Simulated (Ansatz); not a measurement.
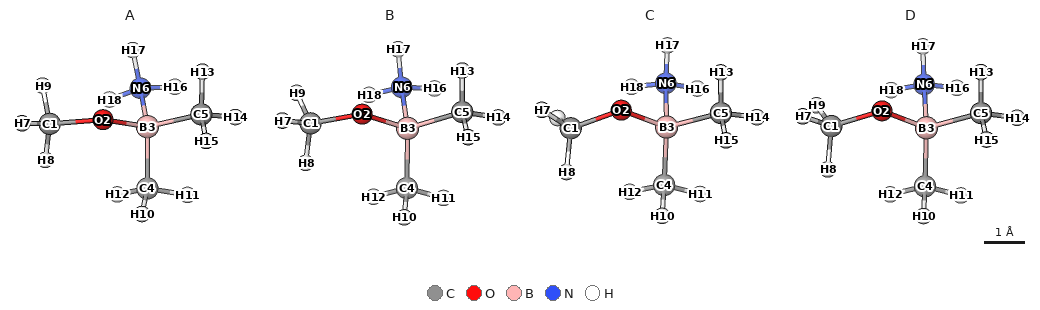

4 geometries from one relaxation of C3H12BNO (coarse preliminary run), in shuffled order. A ball-and-stick model, seen face on.

The start comes from a force field.

Level of theory: RKS PBE-D4/def2-SVP (Ansatz). Set-up: force threshold 0.03 eV/Å; at most 200 steps.

Put them in the order of the run, from the start to the converged end.

Answer. A, B, D, C. They are steps 0, 2, 4, 8, at +21.8 kcal/mol, +2.40 kcal/mol, +0.47 kcal/mol relative to the last. The largest move after the best rigid fit is that of H9, 0.90 Å. By element the largest moves are H 0.90 Å, O 0.29 Å, N 0.20 Å, C 0.20 Å, B 0.09 Å. Some distances before and after: B3–N6 1.529 → 1.737 Å, O2–B3 1.532 → 1.451 Å, C4–H10 1.033 → 1.111 Å, C1–O2 1.466 → 1.396 Å. Among the angles between lasting bonds that change: O2–B3–C4 106.9° → 117.7°, H8–C1–H9 115.6° → 106.1°, C4–B3–N6 114.0° → 104.5°. Groups turn about O2–B3 by about 30°. Over 8 geometry steps the energy falls by 21.8 kcal/mol. Largest force component: 5 eV/Å at the start, 0.014 eV/Å at the end. Cost: 7.5 s on 4 threads of AMD EPYC 9R45 96-Core (shared host).
